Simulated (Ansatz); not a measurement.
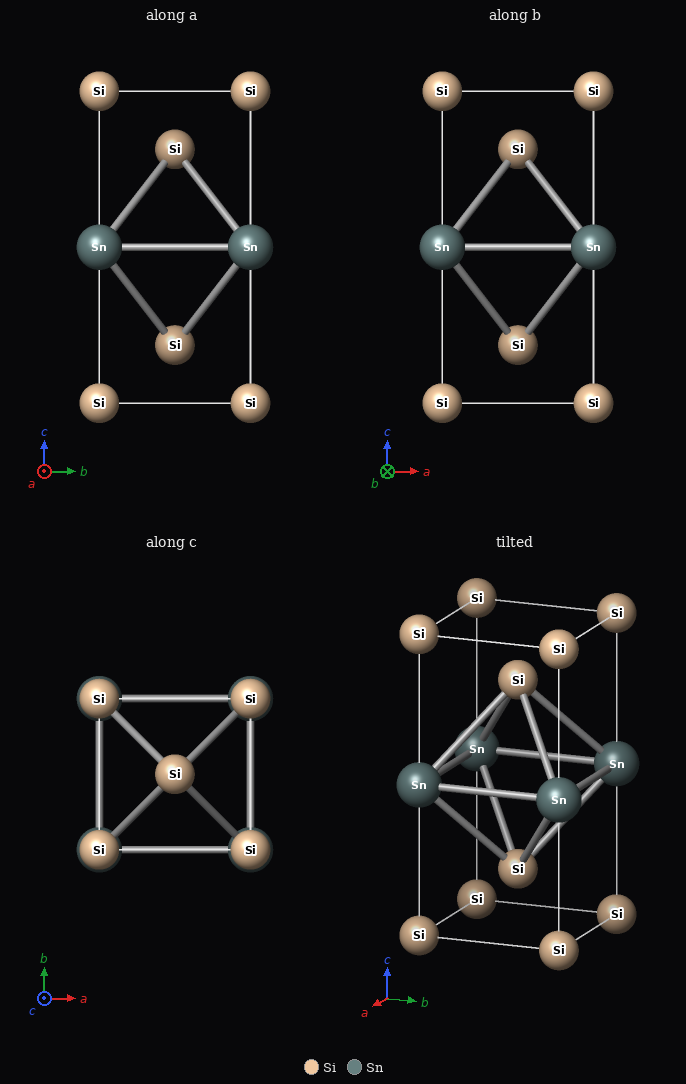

View along the a axis, along the b axis, along the c axis and slightly off an axis, drawn as a ball-and-stick model. The lines enclose the conventional unit cell; boundary atoms appear with their images.

Lattice parameters: a = 3.2841 Å, b = 3.2841 Å, c = 6.7767 Å, α = 90.000°, β = 90.000°, γ = 90.000°.

> Write down what is shown as a CIF with its space group and independent sites, with free fractional coordinates to two decimals.

```cif
data_structure
_symmetry_space_group_name_H-M 'P 4/m m m'
_symmetry_Int_Tables_number 123
_cell_length_a 3.2841
_cell_length_b 3.2841
_cell_length_c 6.7767
_cell_angle_alpha 90.000
_cell_angle_beta 90.000
_cell_angle_gamma 90.000
_cell_volume 73.09
loop_
_atom_site_label
_atom_site_type_symbol
_atom_site_symmetry_multiplicity
_atom_site_Wyckoff_symbol
_atom_site_fract_x
_atom_site_fract_y
_atom_site_fract_z
_atom_site_occupancy
Si1 Si 2 h 0.50 0.50 0.19 1
Si2 Si 1 a 0.00 0.00 0.00 1
Sn1 Sn 1 b 0.00 0.00 0.50 1
```

The structure comes from a structure type filled with these elements by a generator (whether the compound takes this form wasn't checked). Atoms and cell were optimised with DFT PBE, scalar-relativistic, plane waves, PAW in Ansatz 0.2.0.
